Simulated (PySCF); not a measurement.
SMILES F[SiH2]C#C[SiH](F)F (C2H3F3Si2), CAM-B3LYP/def2-SVP optimised geometry. Atoms within 1.6 Å of the plane z = 0.0 Å (x, y, z in Å): Si1 (-0.57, -0.32, 0.00), F2 (1.05, -0.32, 0.00), C3 (-1.14, -1.15, -1.53), H8 (-1.04, 1.08, 0.00), H9 (-1.05, -1.08, 1.18).

Calculation: CAM-B3LYP/def2-TZVP in PySCF. Cells within 0.4 Å of a nucleus heavier than hydrogen are left out (blank, or x).

Map of the HOMO amplitude (bohr^(-3/2)) on the plane z = 0.0 Å; orbital energy -10.35 eV, overall sign arbitrary:

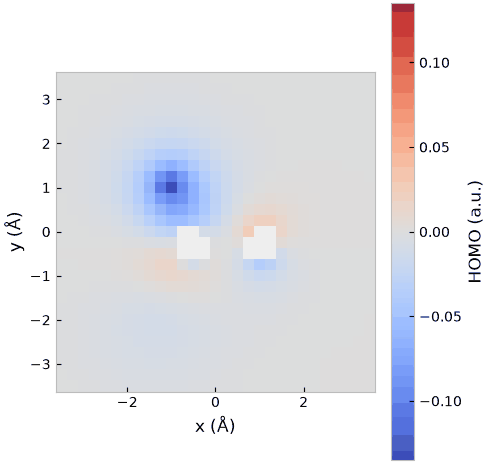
Fig. 1. HOMO amplitude (bohr^(-3/2)) on the plane z = 0.0 Å.
